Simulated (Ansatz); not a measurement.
CH6O3Si

```xyz
11

Si   -0.0802   -0.1467    0.2030
C     0.0249    0.0667    2.0601
H    -0.9734    0.0681    2.5079
H     0.6156   -0.7379    2.5064
H     0.5046    1.0226    2.2895
O     1.4533    0.0302   -0.5278
H     1.7807   -0.6064   -1.1836
O    -1.1771    1.0449   -0.3473
H    -1.2086    1.3830   -1.2556
O    -0.5657   -1.7105   -0.3225
H    -1.4668   -2.0625   -0.2619
```

Theory: RKS B3LYP/6-31G in Ansatz.

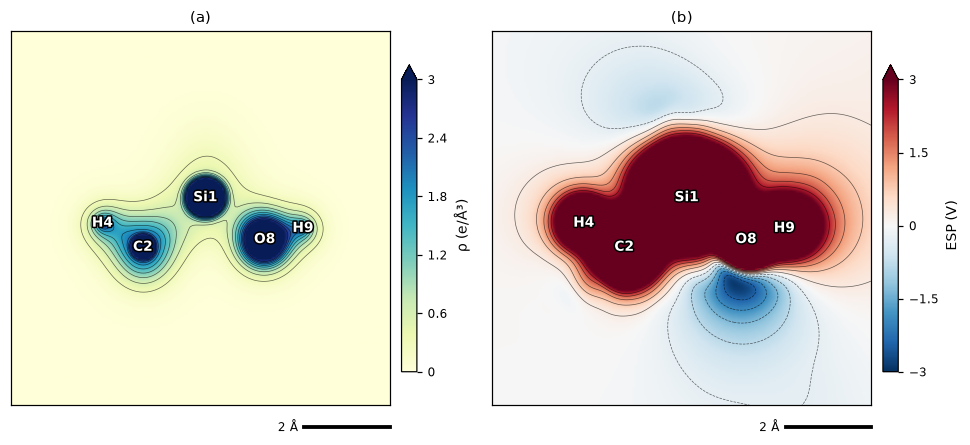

Figure 1. (a) electron density; (b) electrostatic potential on the plane of atoms Si1, C2 and H4.

> Read the bonding off the picture.

- The section cuts through Si, C, H and O sites.
- Si–O (1.71 Å): ρ is about 0.85 e/Å³ halfway.
- C–Si (1.87 Å): ρ is about 0.86 e/Å³ halfway.
- O–H (0.97 Å): ρ at the midpoint is about 3.4 e/Å³.
- C–H (1.09 Å): ρ is about 1.8 e/Å³ halfway.
- Outside the dense part of the molecule the potential is most negative (−2.9 V) near O8.

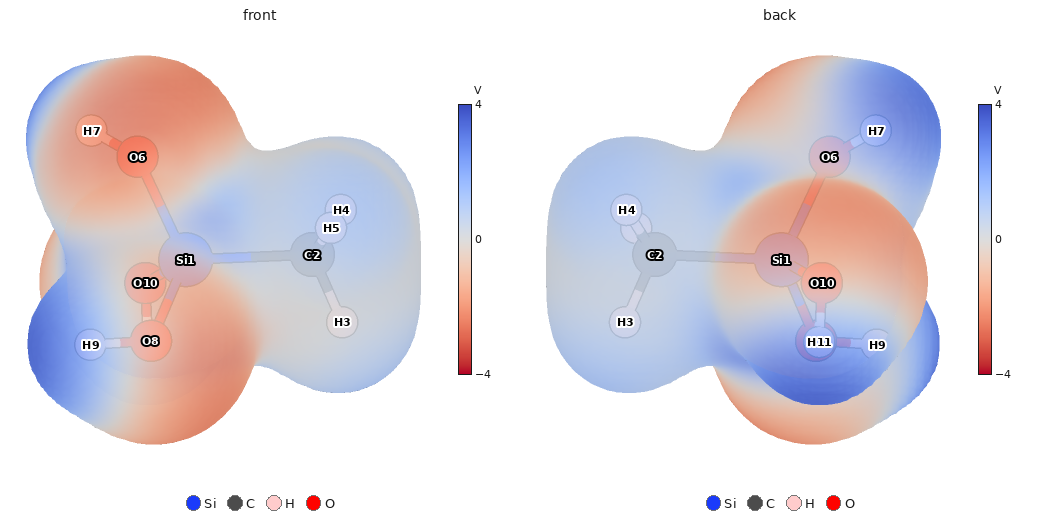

Figure 2. The molecular electrostatic potential painted on the density surface at 0.004 e/bohr³, seen from the front and from behind; the colour scale runs from red (negative) to blue (positive).

> Which sites attract a positive test charge, and which a negative one?

A positive charge is drawn to the negative regions and a negative charge to the positive ones. The most negative region (about −2.4 V) lies over O6, the most positive (about +3.3 V) over H9 and H11. O6 is the likeliest acceptor of a hydrogen bond.

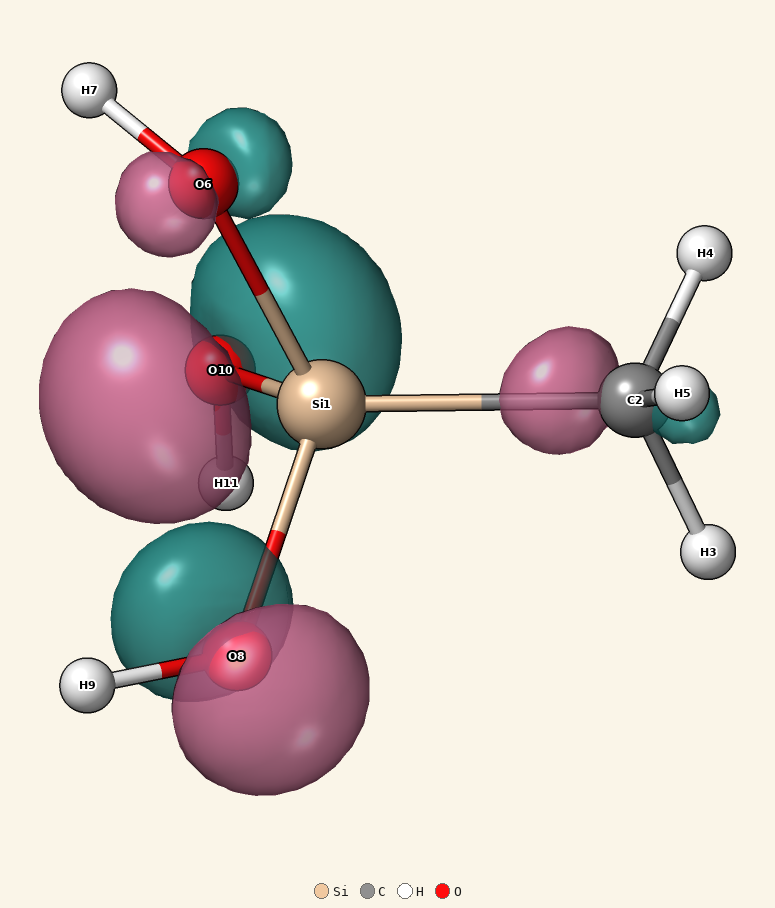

Figure 3. The HOMO−1 at ±0.2 Å⁻³ᐟ² (teal and pink are the two phases), seen across its widest extent.

> Where does this orbital lie, and at what energy?

Its weight (Hirshfeld) is mainly on O10 (about 50 %) and O8 (about 25 %); largely a combination of lone pairs on O10 and O8. Its energy is −8.31 eV.

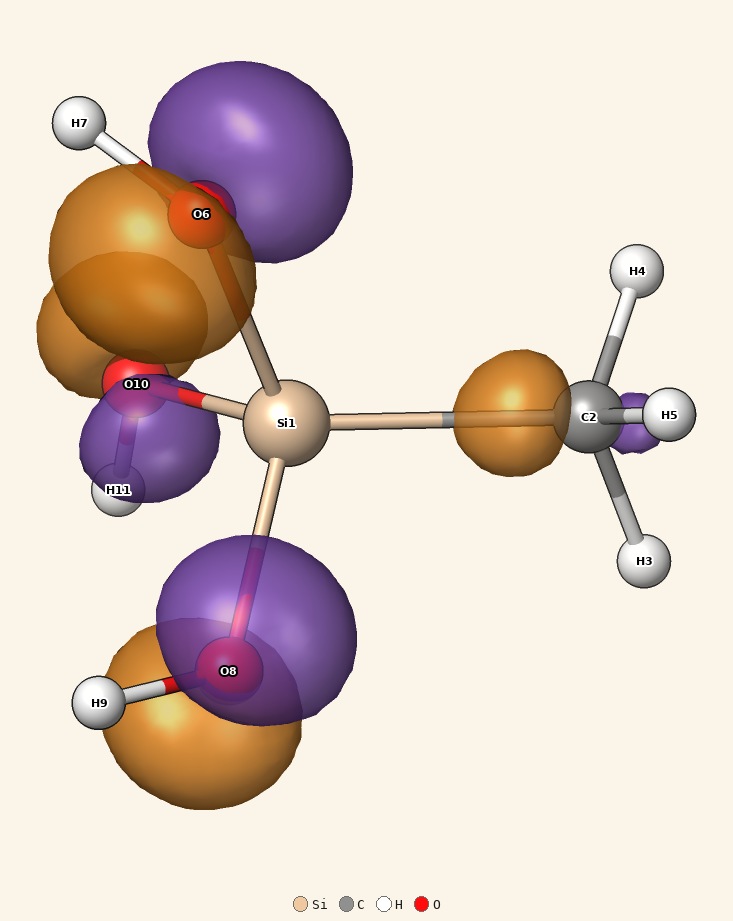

Figure 4. The HOMO at ±0.2 Å⁻³ᐟ² (orange and purple are the two phases), seen across its widest extent.

> Where does this orbital lie, and at what energy?

By Hirshfeld shares it lies mainly on O6 (about 40 %), O8 (about 30 %) and O10 (about 15 %); largely a combination of lone pairs on O6, O8 and O10. Its energy is −8.07 eV.
